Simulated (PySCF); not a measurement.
C3H9FSi, SMILES C([SiH](F)C)C at its CAM-B3LYP/def2-SVP optimised geometry (Å):

```
14

Si    -1.5405     0.2328     0.0000
C     -2.2701    -0.5944     1.5018
F     -2.0297     1.7893     0.0000
C      0.3293     0.2328     0.0000
C      0.9681    -1.1560    -0.0900
H     -2.0667    -0.3823    -1.2505
H     -2.0159    -1.6657     1.5265
H     -3.3672    -0.5097     1.5036
H     -1.8920    -0.1335     2.4274
H      0.6615     0.8619    -0.8433
H      0.6681     0.7546     0.9117
H      2.0667    -1.0971    -0.1100
H      0.6550    -1.6889    -1.0017
H      0.6937    -1.7893     0.7683
```

Method: CAM-B3LYP/def2-TZVP run with PySCF. Cells within 0.4 Å of a nucleus heavier than hydrogen are left out (blank, or x).

Map of the Laplacian of the electron density (e/bohr⁵), clipped to [-1.50, 1.50] on the plane z = 1.5 Å:

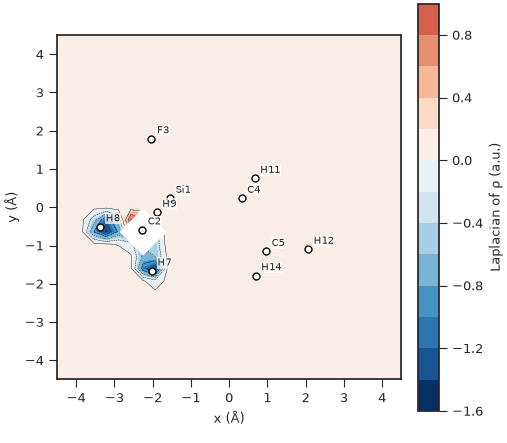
*Laplacian of the electron density (e/bohr⁵), clipped to [-1.50, 1.50] on the plane z = 1.5 Å.*
